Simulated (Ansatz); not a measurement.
## Pressure series in Si

The reference is Si (space group Cmcm, No. 63; a cell from a computed database, its experimental status unchecked).

```
CELL_PARAMETERS angstrom
      1.91252    -5.34732     0.00000
      1.91252     5.34732     0.00000
      0.00000     0.00000    12.65255
ATOMIC_POSITIONS crystal
  Si 0.75700 0.24300 0.44512
  Si 0.24300 0.75700 0.55488
  Si 0.24300 0.75700 0.94512
  Si 0.75700 0.24300 0.05488
  Si 0.42878 0.57122 0.65718
  Si 0.57122 0.42878 0.34282
  Si 0.57122 0.42878 0.15718
  Si 0.42878 0.57122 0.84282
  Si 0.97119 0.02881 0.40937
  Si 0.02881 0.97119 0.59063
  Si 0.02881 0.97119 0.90937
  Si 0.97119 0.02881 0.09063
```

Cell and atoms are relaxed at each pressure.

The values are results of PBEsol/PAW in Ansatz (a first-principles code), no spin-orbit coupling, not measurements.

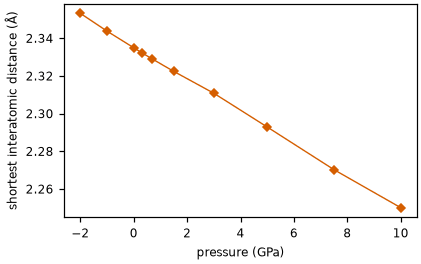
*Shortest interatomic distance against pressure*

```json
[
 {"pressure (GPa)": "-2", "shortest interatomic distance": "2.353 Å"},
 {"pressure (GPa)": "-1", "shortest interatomic distance": "2.344 Å"},
 {"pressure (GPa)": "0.3", "shortest interatomic distance": "2.332 Å"},
 {"pressure (GPa)": "0.7", "shortest interatomic distance": "2.329 Å"},
 {"pressure (GPa)": "1.5", "shortest interatomic distance": "2.322 Å"},
 {"pressure (GPa)": "3", "shortest interatomic distance": "2.311 Å"},
 {"pressure (GPa)": "5", "shortest interatomic distance": "2.293 Å"},
 {"pressure (GPa)": "7.5", "shortest interatomic distance": "2.270 Å"},
 {"pressure (GPa)": "10", "shortest interatomic distance": "2.250 Å"}
]
```

Load acts through the strain it causes; cell and atoms are relaxed under it. Whether these cells are dynamically stable was not tested. No other phases were tried under pressure. This is not the structure that Si has at room temperature and ambient pressure.
